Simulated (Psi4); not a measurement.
**CH3BO (SMILES [H]B([H])([H])<-[C-]#[O+]): M06-2X/cc-pVDZ (sweep point 8)**

Aim: the vertical singlet–triplet gap of CH3BO at M06-2X/cc-pVDZ (sweep point 8), from 2 runs. 

The calculation is run with Psi4 1.11.

4 further runs of the same task are left out: 4 set aside as unsound or not needed.

**1. Starting point**

The species is CH3BO (6 atoms), meant as a singlet with charge 0. SMILES: `[H]B([H])([H])<-[C-]#[O+]`. The coordinates come from a GFN2-xTB relaxation.

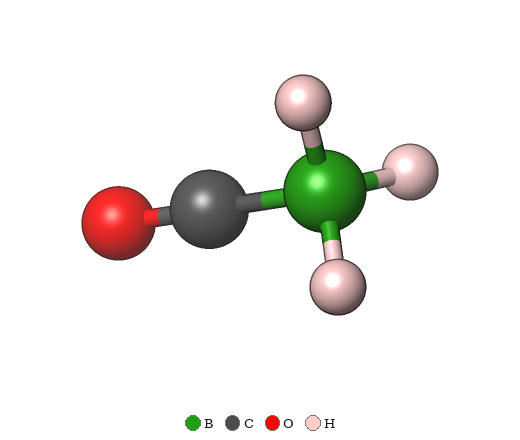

Viewed from a chosen angle; boron green, carbon dark grey, oxygen red, hydrogen pink.

**2. A single-point energy at M06-2X/cc-pVDZ (sweep point 8)**

input.inp

```
memory 1600 mb

molecule geom {
  0 1
  B     -0.013250     0.005270    -0.516110
  C      0.011910     0.007900     0.957520
  O      0.044170    -0.008430     2.099160
  H      1.125420     0.004210    -0.852220
  H     -0.589380     0.982500    -0.862300
  H     -0.578870    -0.991440    -0.826050
  units angstrom
  symmetry c1
}

set {
  basis                cc-pVDZ
  puream               true
  scf_type             pk
  dft_radial_points    250
  dft_spherical_points 1202
}

energy('m06-2x')
print_variables()
```

On the command line:

```
$ psi4 input.inp input.out -n 1
```

input.out:

```text
[...]
  Running in c1 symmetry.
[...]
  Nuclear repulsion =   57.076153612729442
[...]
  Multiplicity = 1
[...]
  Nalpha       = 11
  Nbeta        = 11
[...]
    Number of basis functions: 57
[...]
   @RKS iter   1:  -139.81636451040117   -5.51184e-01   6.96738e-03 ADIIS/DIIS
[...]
   @RKS iter   8:  -139.91289413258539   -4.52391e-09   1.29740e-07 DIIS
[...]
    Orbital Energies [Eh]
    ---------------------
    Doubly Occupied:
       1A    -19.776226     2A    -10.726321     3A     -7.001291
       4A     -1.313689     5A     -0.756316     6A     -0.652911
       7A     -0.583506     8A     -0.583330     9A     -0.467359
      10A     -0.394533    11A     -0.394180
[...]
  @RKS Final Energy:  -139.91289413258539
   => Energetics <=
    Nuclear Repulsion Energy =             57.0761536127294420
    One-Electron Energy =                -301.1042150396725674
    Two-Electron Energy =                 113.3028760288037518
    DFT Exchange-Correlation Energy =      -9.1877087344460477
    Empirical Dispersion Energy =           0.0000000000000000
    VV10 Nonlocal Energy =                  0.0000000000000000
    Total Energy =                       -139.9128941325853930
[...]
 Multipole Moments:
 ------------------------------------------------------------------------------------
     Multipole            Electronic (a.u.)      Nuclear  (a.u.)        Total (a.u.)
 ------------------------------------------------------------------------------------
 L = 1.  Multiply by 2.5417464519 to convert [e a0] to [Debye]
 Dipole X            :          0.0632806           -0.0565855            0.0066950
 Dipole Y            :          0.0152883           -0.0100865            0.0052018
 Dipole Z            :          4.0756790           -3.5122344            0.5634446
 Magnitude           :                                                    0.5635084
[...]
```

Run time: 42 s. Hardware: 1 thread of Intel Xeon 6975P-C (Granite Rapids), shared host; peak memory 1.5 GiB.

**3. The triplet, same level**

input.in

```
memory 1600 MB

molecule molecule1 {
  0 3
  B     -0.013250     0.005270    -0.516110
  C      0.011910     0.007900     0.957520
  O      0.044170    -0.008430     2.099160
  H      1.125420     0.004210    -0.852220
  H     -0.589380     0.982500    -0.862300
  H     -0.578870    -0.991440    -0.826050
  symmetry c1
}

set globals {
  basis cc-pVDZ
  reference uks
  puream true
  scf_type pk
  dft_radial_points 250
  dft_spherical_points 1202
  maxiter 150
}

energy("m06-2x")
```

On the command line:

```
$ psi4 -i input.in -o input.out -n 1
```

input.out:

```text
[...]
  Running in c1 symmetry.
[...]
  Nuclear repulsion =   57.076153612729442
[...]
  Multiplicity = 3
[...]
  Nalpha       = 12
  Nbeta        = 10
[...]
    Number of basis functions: 57
[...]
   @UKS iter   1:  -139.58349110985631   -3.18311e-01   5.96613e-03 DIIS/ADIIS
[...]
   @UKS iter  21:  -139.66233908449578    2.99017e-08   6.33353e-07 DIIS
[...]
   @S^2 Observed:                2.011234733E+00
[...]
    Orbital Energies [Eh]
    ---------------------
    Alpha Occupied:
       1A    -19.687289     2A    -10.586896     3A     -7.071137
       4A     -1.237348     5A     -0.756206     6A     -0.611321
       7A     -0.542711     8A     -0.540771     9A     -0.508278
      10A     -0.479187    11A     -0.434561    12A     -0.144848
    Alpha Virtual:
      13A      0.027866    14A      0.129680    15A      0.178614
      16A      0.181229    17A      0.189670    18A      0.230093
      19A      0.265806    20A      0.284718    21A      0.513568
      22A      0.547786    23A      0.549277    24A      0.609469
      25A      0.614219    26A      0.637470    27A      0.676935
[...]
  @UKS Final Energy:  -139.66233908449578
   => Energetics <=
    Nuclear Repulsion Energy =             57.0761536127294420
    One-Electron Energy =                -301.6484234642987303
    Two-Electron Energy =                 114.1115746155095110
    DFT Exchange-Correlation Energy =      -9.2016438484360190
    Empirical Dispersion Energy =           0.0000000000000000
    VV10 Nonlocal Energy =                  0.0000000000000000
    Total Energy =                       -139.6623390844957839
[...]
 Multipole Moments:
 ------------------------------------------------------------------------------------
     Multipole            Electronic (a.u.)      Nuclear  (a.u.)        Total (a.u.)
 ------------------------------------------------------------------------------------
 L = 1.  Multiply by 2.5417464519 to convert [e a0] to [Debye]
 Dipole X            :          0.2407672           -0.0565855            0.1841817
 Dipole Y            :         -0.3246796           -0.0100865           -0.3347660
 Dipole Z            :          2.7449312           -3.5122344           -0.7673032
 Magnitude           :                                                    0.8571729
[...]
```

It took 2.3 min on 1 thread of Intel Xeon 6975P-C (Granite Rapids), shared host; peak memory 1.5 GiB.

**4. Results**

At M06-2X/cc-pVDZ (sweep point 8):

| quantity | value |
| --- | --- |
| singlet: total energy | -139.91289 Eh |
| singlet: dipole moment | 1.43 D |
| singlet: HOMO energy | -10.73 eV |
| singlet: LUMO energy | -0.18 eV |
| singlet: HOMO–LUMO gap | 10.55 eV |
| triplet: total energy | -139.66234 Eh |
| triplet: dipole moment | 2.18 D |
| triplet: HOMO energy (highest over α and β) | -3.94 eV |
| triplet: ⟨S²⟩ | 2.011 |
| vertical energy of the triplet above the singlet | 6.818 eV |

**Reading.** At this shape the triplet lies 6.82 eV (157 kcal/mol) above the singlet.
